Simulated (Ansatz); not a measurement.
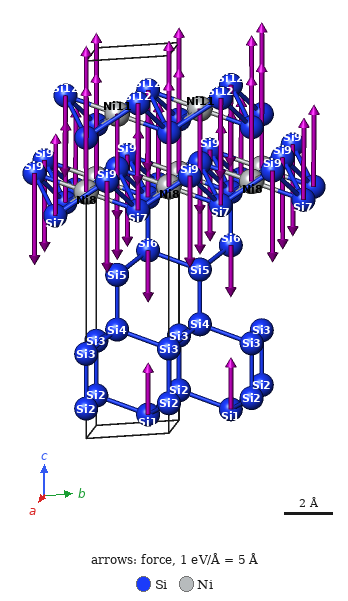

Starting geometry of an interface cell of composition Si₅Ni with the computed forces as purple arrows. Style: ball-and-stick. Shown: the cell of the calculation, repeated 1 × 2 × 1 with one cell outlined, from a free direction.

Case: film shifted by (0, 0) in the plane.

The calculation used DFT LDA, scalar-relativistic, plane waves, PAW in Ansatz.

Input
```yaml
crystal:
  lattice:
    - [3.8197500149, 0.0, 0.0]
    - [-1.9098750075, 3.308000549, 0.0]
    - [0.0, 0.0, 16.1515226563]
  atoms:
    - { symbol: Si, position: [0.3333333333, 0.6666666667, 0.0309568336] }
    - { symbol: Si, position: [0.0, 1.0, 0.0792311186] }
    - { symbol: Si, position: [0.0, 1.0, 0.2240539734] }
    - { symbol: Si, position: [-0.3333333333, 1.3333333333, 0.2723282583] }
    - { symbol: Si, position: [-0.3333333333, 1.3333333333, 0.4171511131] }
    - { symbol: Si, position: [-0.6666666667, 1.6666666667, 0.465425398] }
    - { symbol: Si, position: [-0.6666666667, 1.6666666667, 0.6065885595] }
    - { symbol: Ni, position: [-1.0001224881, 1.0001224881, 0.6532710301] }
    - { symbol: Si, position: [-0.3335783096, 1.3335783096, 0.6999535008] }
    - { symbol: Si, position: [-1.0011727524, 2.0011727524, 0.7964287309] }
    - { symbol: Ni, position: [-1.3346285738, 1.3346285739, 0.8431112016] }
    - { symbol: Si, position: [-0.6680843953, 1.6680843953, 0.8897936722] }
basis:
  ecutwfc: 420
kpoints:
  mp_grid: { grid: [9, 9, 2] }
hamiltonian:
  xc: lda
scf:
  occupations: { method: gaussian, width: 0.1 }
output:
  forces: true
  stress: true
  eigenvalues: true
  populations: true
  write_density: true
  write_potential: true
  elf: true
  volumetric_format: npy
relax:
  adjacent_minimum: "off"
  f_tol: 0.02
  max_steps: 70
  cell: { fix: [a, b, gamma, alpha, beta], stress_tol: 0.15 }
```

Command:
```bash
ansatz run input.yaml --threads 4 --pin off --max-ram 8192MiB --backend cpu --events-out ev --progress --plain --runs-dir out
```

What follows when this structure is relaxed?

It isn't relaxed: the largest force vector, on Ni atoms, is 0.91 eV/Å. The atoms end up moving mostly along the starting forces (cosine between the two patterns 0.90). The energy falls by 0.284 eV per cell of the calculation in 4 accepted moves (5 points after the start). Largest force component: 0.91 eV/Å at the start, 0.007 eV/Å at the end. The pressure goes from −2.63 to −0.75 GPa. The SCF was repeated once at an unchanged geometry on a basis and grid sized afresh for the cell, which shifted the energy by 0.6 meV per cell of the calculation at most. The largest moves relative to the cell, 0.13 Å, are those of Ni8 and Ni11. Ni11 goes along −c. By element the largest moves are Ni 0.13 Å, Si 0.13 Å. The volume changes by −0.9 %, with a = b unchanged at 3.820 Å, c 16.152 → 16.013 Å (−0.9 %). Some distances before and after: Si10–Si12 2.672 → 2.550 Å, Ni8–Si9 2.331 → 2.258 Å, Si1–Si12 2.280 → 2.324 Å, Ni8–Si10 2.312 → 2.289 Å.
